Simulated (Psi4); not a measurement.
Geometry relaxation, with input and output: SiHCl2 (part 1 of 3)

- system: SiHCl2, multiplicity 2, SMILES Cl[SiH]Cl
- method: M06-2X/def2-SVP, UKS (Psi4 1.11)

The geometry comes from this level: PBE0-D4/def2-TZVP.

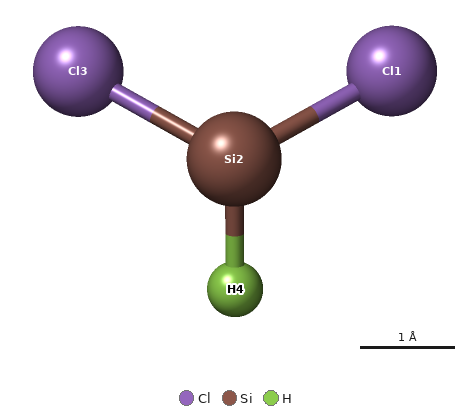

Fig. 1: The starting structure (ball-and-stick view, seen at an oblique angle; atoms are numbered from 1 in the order of the input). Bond lengths as drawn: Cl–Si 2.05 Å and H–Si 1.49 Å.

**Input file (input.in)**
```
memory 1600 mb

molecule m {
  0 2
  Cl    -1.646600     0.177800     0.889400
  Si     0.187600    -0.414200     0.200000
  Cl     0.250900    -0.281300    -1.841700
  H      1.208200     0.517700     0.752400
  symmetry c1
}

set basis def2-SVP
set reference uks
set geom_maxiter 60

optimize('m06-2x')
```

Machine: 1 thread of Intel Xeon @ 2.50GHz (Skylake/Cascade Lake), 12 GiB of memory available, shared host.

Launch command:
```bash
psi4 -i input.in -o input.out -n 1
```

**Log**
```
Psi4 1.11 release

gradient() will perform analytic gradient computation.

   => Loading Basis Set <=

    Name: DEF2-SVP
    Role: ORBITAL
    Keyword: BASIS

         ---------------------------------------------------------
                                   SCF
                              UKS Reference
                        1 Threads,   1525 MiB Core
         ---------------------------------------------------------

  ==> Geometry <==

    Molecular point group: c1
    Full point group: C1

    Geometry (in Angstrom), charge = 0, multiplicity = 2:

       Center              X                  Y                   Z               Mass
    ------------   -----------------  -----------------  -----------------  -----------------
         CL          -1.218588976214     0.326255352401     1.161806957772    34.968852682000
         SI           0.615611023786    -0.265744647599     0.472406957772    27.976926534650
         CL           0.678911023786    -0.132844647599    -1.569293042228    34.968852682000
         H            1.636211023786     0.666155352401     1.024806957772     1.007825032230

  Running in c1 symmetry.

  Rotational constants: A =      0.53220  B =      0.08494  C =      0.07416 [cm^-1]
  Rotational constants: A =  15954.95691  B =   2546.31484  C =   2223.34049 [MHz]
  Nuclear repulsion =  179.837223157490143

  Charge       = 0
  Multiplicity = 2
  Electrons    = 49
  Nalpha       = 25
  Nbeta        = 24

  ==> Algorithm <==

  SCF Algorithm Type is DF.
  DIIS enabled.
  MOM disabled.
  Fractional occupation disabled.
  Guess Type is SAD.
  Energy threshold   = 1.00e-08
  Density threshold  = 1.00e-08
  Integral threshold = 1.00e-12

  ==> Primary Basis <==

  Basis Set: DEF2-SVP
    Blend: DEF2-SVP
    Number of shells: 27
    Number of basis functions: 59
    Number of Cartesian functions: 62
    Spherical Harmonics?: true
    Max angular momentum: 2

  ==> DFT Potential <==

   => LibXC <=

    Version 7.1.2

   => Composite Functional: M06-2X <=

    Deriv               =              1
    GGA                 =           TRUE
    Meta                =           TRUE

    Exchange Hybrid     =           TRUE
    MP2 Hybrid          =          FALSE

   => Exchange Functionals <=

    1.0000   XC_HYB_MGGA_X_M06_2X

   => Exact (HF) Exchange <=

    0.5400               HF

   => Correlation Functionals <=

    1.0000   XC_MGGA_C_M06_2X

   => LibXC Density Thresholds  <==

    XC_MGGA_C_M06_2X:  1.00E-12
    XC_HYB_MGGA_X_M06_2X:  1.00E-15

   => Molecular Quadrature <=

    Radial Scheme          =       TREUTLER
    Pruning Scheme         =           NONE
    Nuclear Scheme         =       TREUTLER

    Blocking Scheme        =         OCTREE
    BS radius alpha        =              1
    Pruning alpha          =              1
    Radial Points          =             75
    Spherical Points       =            302
    Total Points           =          84847
    Total Blocks           =            702
    Max Points             =            256
    Max Functions          =             57
    Weights Tolerance      =       1.00E-15

   => Loading Basis Set <=

    Name: (DEF2-SVP AUX)
    Role: JKFIT
    Keyword: DF_BASIS_SCF

  ==> Integral Setup <==

  DFHelper Memory: AOs need 0.012 GiB; user supplied 0.836 GiB.
  SCF_SUBTYPE=INCORE selected. In-core MEM_DF algorithm will be used.
  Using in-core AOs.

  ==> MemDFJK: Density-Fitted J/K Matrices <==

    J tasked:                   Yes
    K tasked:                   Yes
    wK tasked:                   No
    Memory [MiB]:               855
    Algorithm:                 Core
    Schwarz Cutoff:           1E-12
    Mask sparsity (%):       2.3556
    Fitting Condition:        1E-10

   => Auxiliary Basis Set <=

  Basis Set: (DEF2-SVP AUX)
    Blend: DEF2-UNIVERSAL-JKFIT
    Number of shells: 120
    Number of basis functions: 402
    Number of Cartesian functions: 485
    Spherical Harmonics?: true
    Max angular momentum: 4

  Cached 100.0% of DFT collocation blocks in 0.282 [GiB].

  Minimum eigenvalue in the overlap matrix is 1.7697665560E-02.
  Reciprocal condition number of the overlap matrix is 5.0089094130E-03.
    Using symmetric orthogonalization.

  ==> Pre-Iterations <==

  SCF Guess: Superposition of Atomic Densities via on-the-fly atomic UHF (no occupation information).

   -------------------------
    Irrep   Nso     Nmo
   -------------------------
     A         59      59
   -------------------------
    Total      59      59
   -------------------------

  ==> Iterations <==

                           Total Energy        Delta E     RMS |[F,P]|

   @DF-UKS iter SAD: -1209.94376420342587   -1.20994e+03   0.00000e+00
   @DF-UKS iter   1: -1210.09709756358325   -1.53333e-01   3.08706e-03 DIIS/ADIIS
   @DF-UKS iter   2: -1210.10819776566245   -1.11002e-02   1.81675e-03 DIIS/ADIIS
   @DF-UKS iter   3: -1210.11426541569540   -6.06765e-03   4.03789e-04 DIIS/ADIIS
   @DF-UKS iter   4: -1210.11466254823358   -3.97133e-04   9.17362e-05 DIIS
   @DF-UKS iter   5: -1210.11470368337746   -4.11351e-05   2.92717e-05 DIIS
   @DF-UKS iter   6: -1210.11470840197512   -4.71860e-06   7.35965e-06 DIIS
   @DF-UKS iter   7: -1210.11470883432207   -4.32347e-07   2.14190e-06 DIIS
   @DF-UKS iter   8: -1210.11470885775930   -2.34372e-08   6.44572e-07 DIIS
   @DF-UKS iter   9: -1210.11470886029588   -2.53658e-09   1.32608e-07 DIIS
   @DF-UKS iter  10: -1210.11470886044026   -1.44382e-10   3.30269e-08 DIIS
   @DF-UKS iter  11: -1210.11470886044867   -8.41283e-12   8.57154e-09 DIIS
  Energy and wave function converged.

  ==> Post-Iterations <==

   Electrons on quadrature grid:
      Nalpha   =   24.9999982125 ; deviation = -1.788e-06
      Nbeta    =   24.0000001793 ; deviation = 1.793e-07
      Ntotal   =   48.9999983917 ; deviation = -1.608e-06

   @Spin Contamination Metric:   2.098068330E-03
   @S^2 Expected:                7.500000000E-01
   @S^2 Observed:                7.520980683E-01
   @S   Expected:                5.000000000E-01
   @S   Observed:                5.000000000E-01

    Orbital Energies [Eh]
    ---------------------

    Alpha Occupied:

       1A   -102.643546     2A   -102.643498     3A    -67.096212
       4A     -9.814630     5A     -9.814610     6A     -7.540343
       7A     -7.540334     8A     -7.536116     9A     -7.536107
      10A     -7.535337    11A     -7.535328    12A     -5.632931
      13A     -3.947266    14A     -3.944205    15A     -3.941817
      16A     -0.949607    17A     -0.923654    18A     -0.613054
      19A     -0.480172    20A     -0.480017    21A     -0.441337
      22A     -0.406545    23A     -0.399401    24A     -0.391841
      25A     -0.280498

    Alpha Virtual:

      26A      0.044145    27A      0.047436    28A      0.094802
      29A      0.171736    30A      0.336483    31A      0.347123
      32A      0.370137    33A      0.394390    34A      0.410841
      35A      0.460062    36A      0.535611    37A      0.555458
      38A      0.629528    39A      0.690797    40A      0.768226
      41A      0.815239    42A      0.828181    43A      0.828527
      44A      0.830255    45A      0.834651    46A      0.865237
      47A      0.871310    48A      0.875044    49A      0.987746
      50A      0.995475    51A      1.005754    52A      1.015537
      53A      1.048736    54A      1.088265    55A      1.362029
      56A      1.368769    57A      1.608910    58A      1.636581
      59A      2.062168

    Beta Occupied:

       1A   -102.642509     2A   -102.642461     3A    -67.091192
       4A     -9.814227     5A     -9.814209     6A     -7.539019
       7A     -7.539010     8A     -7.535105     9A     -7.535094
      10A     -7.534246    11A     -7.534236    12A     -5.628388
      13A     -3.942278    14A     -3.940338    15A     -3.935570
      16A     -0.943232    17A     -0.918379    18A     -0.589474
      19A     -0.471544    20A     -0.469036    21A     -0.424674
      22A     -0.397888    23A     -0.393494    24A     -0.390047

    Beta Virtual:

      25A     -0.081856    26A      0.058414    27A      0.059048
      28A      0.101700    29A      0.159576    30A      0.332509
      31A      0.345875    32A      0.371407    33A      0.418950
      34A      0.420320    35A      0.489362    36A      0.545714
      37A      0.565900    38A      0.623173    39A      0.691041
      40A      0.775048    41A      0.818160    42A      0.831542
      43A      0.831926    44A      0.833800    45A      0.838203
      46A      0.870369    47A      0.877037    48A      0.878981
      49A      0.992944    50A      1.007371    51A      1.007685
      52A      1.024344    53A      1.049544    54A      1.091796
      55A      1.361377    56A      1.371480    57A      1.614858
      58A      1.638838    59A      2.079399

    Final Occupation by Irrep:
              A
    DOCC [    24 ]
    SOCC [     1 ]
    NA   [    25 ]
    NB   [    24 ]

  @DF-UKS Final Energy: -1210.11470886044867

   => Energetics <=

    Nuclear Repulsion Energy =            179.8372231574901434
    One-Electron Energy =               -2030.3645243869777914
    Two-Electron Energy =                 677.2548054552680696
    DFT Exchange-Correlation Energy =     -36.8422130862292363
    Empirical Dispersion Energy =           0.0000000000000000
    VV10 Nonlocal Energy =                  0.0000000000000000
    Total Energy =                      -1210.1147088604488999

  UHF NO Occupations:
  HONO-2 :   23  A 1.9999011
  HONO-1 :   24  A 1.9992968
  HONO-0 :   25  A 1.0000000
  LUNO+0 :   26  A 0.0007032
  LUNO+1 :   27  A 0.0000989
  LUNO+2 :   28  A 0.0000950
  LUNO+3 :   29  A 0.0000718

Computation Completed

Properties will be evaluated at   0.000000,   0.000000,   0.000000 [a0]

Properties computed using the SCF density matrix

 Multipole Moments:

 ------------------------------------------------------------------------------------
     Multipole            Electronic (a.u.)      Nuclear  (a.u.)        Total (a.u.)
 ------------------------------------------------------------------------------------

 L = 1.  Multiply by 2.5417464519 to convert [e a0] to [Debye]
 Dipole X            :         -1.6479158            2.0413581            0.3934422
 Dipole Y            :         -0.6030920            0.4416522           -0.1614398
 Dipole Z            :         -1.0434347            1.3440506            0.3006159
 Magnitude           :                                                    0.5207970

 ------------------------------------------------------------------------------------

	total time  =          7 seconds =       0.12 minutes

         ------------------------------------------------------------
                                   SCF GRAD
         ------------------------------------------------------------

  ==> Geometry <==

    Molecular point group: c1
    Full point group: C1

    Geometry (in Angstrom), charge = 0, multiplicity = 2:

       Center              X                  Y                   Z               Mass
    ------------   -----------------  -----------------  -----------------  -----------------
         CL          -1.218588976214     0.326255352401     1.161806957772    34.968852682000
         SI           0.615611023786    -0.265744647599     0.472406957772    27.976926534650
         CL           0.678911023786    -0.132844647599    -1.569293042228    34.968852682000
         H            1.636211023786     0.666155352401     1.024806957772     1.007825032230

  Nuclear repulsion =  179.837223157490143

  ==> Basis Set <==

  Basis Set: DEF2-SVP
    Blend: DEF2-SVP
    Number of shells: 27
    Number of basis functions: 59
    Number of Cartesian functions: 62
    Spherical Harmonics?: true
    Max angular momentum: 2

  ==> DFJKGrad: Density-Fitted SCF Gradients <==

    Gradient:                    1
    J tasked:                  Yes
    K tasked:                  Yes
    wK tasked:                  No
    Integrals threads:           1
    Memory [MiB]:             1144
    Schwarz Cutoff:          1E-12
    Fitting Condition:       1E-10

   => Auxiliary Basis Set <=

  Basis Set: (DEF2-SVP AUX)
    Blend: DEF2-UNIVERSAL-JKFIT
    Number of shells: 120
    Number of basis functions: 402
    Number of Cartesian functions: 485
    Spherical Harmonics?: true
    Max angular momentum: 4

   => Molecular Quadrature <=

    Radial Scheme          =       TREUTLER
    Pruning Scheme         =           NONE
    Nuclear Scheme         =       TREUTLER

    Blocking Scheme        =         OCTREE
    BS radius alpha        =              1
    Pruning alpha          =              1
    Radial Points          =             75
    Spherical Points       =            302
    Total Points           =          84847
    Total Blocks           =            702
    Max Points             =            256
    Max Functions          =             57
    Weights Tolerance      =       1.00E-15

  -Total Gradient:
     Atom            X                  Y                   Z
    ------   -----------------  -----------------  -----------------
       1        0.005991772962    -0.001766576601    -0.001940222341
       2       -0.005776675145     0.001517707616    -0.004251248159
       3        0.000106929081    -0.000340730228     0.006515868921
       4        0.000525589439     0.000544803420     0.000272362074

	total time  =          1 seconds =       0.02 minutes

    			-----------------------------------------

    			 OPTKING 3.0: for geometry optimizations

    			        with contributions from

    			-----------------------------------------

	                            ===> Fragment 1 <==

	 Z (Atomic Numbers)          Masses                          Geom
	      17.000000            34.968853         -2.30279942  0.61653326  2.19549696
	      14.000000            27.976927          1.16333623 -0.50218460  0.89271977
	      17.000000            34.968853          1.28295590 -0.25104000 -2.96553406
	       1.000000             1.007825          3.09199072  1.25885117  1.93660448
```
